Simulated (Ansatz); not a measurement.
```xyz
3

C    -0.1690   -1.0723    0.4324
O    -1.1772   -0.6765   -0.0067
H     0.7054   -1.4218   -0.1827
```

Geometry: PBE0-D4/def2-TZVP.

Method: isolated molecule in a Gaussian basis; Kohn-Sham density functional theory, functional PBE0 (Ansatz 0.2.0).

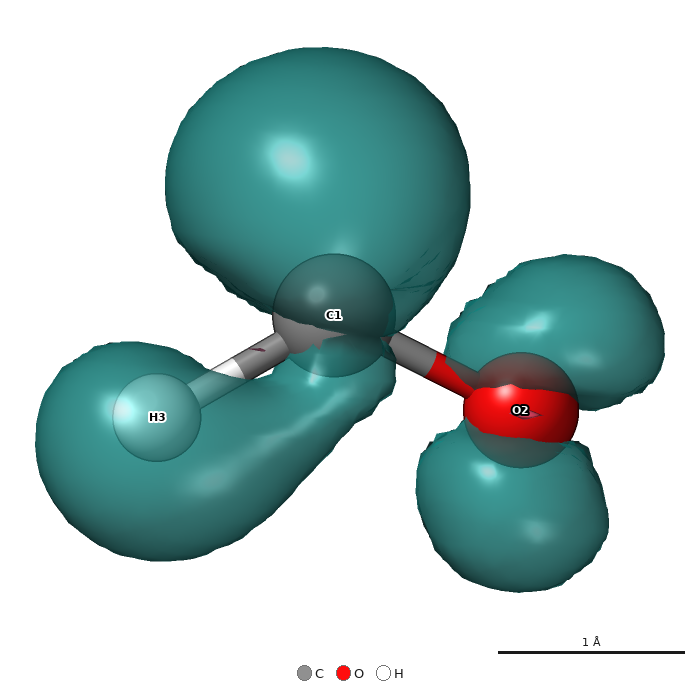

CHO (doublet). Isosurfaces of the spin density at +0.04 (teal) and −0.04 e/Å³ (pink), seen at a tilt.

Q: Describe the spin distribution.

A: The unpaired spin (1 electron) lies mostly on C1 (about 0.6), O2 (about 0.3) and H3 (about 0.2), in electrons by Hirshfeld's partition.
